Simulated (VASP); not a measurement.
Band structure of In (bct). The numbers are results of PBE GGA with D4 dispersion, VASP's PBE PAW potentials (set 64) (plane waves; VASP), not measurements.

Unless said otherwise, spin-orbit coupling is left out, though it shifts the bands of the heavy elements here.

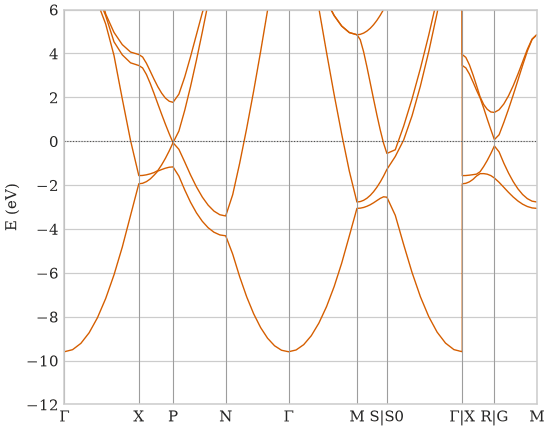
Figure: Bands along high-symmetry lines, zero at the valence-band maximum or, without a gap, the Fermi level

### Question
Read the plot: is there a gap, and where are the band edges?

### Answer
It has no gap at this level: it comes out as a metal or semimetal. (Edges off the drawn lines would not show.)

The compound is In in the bct structure. It was relaxed first.
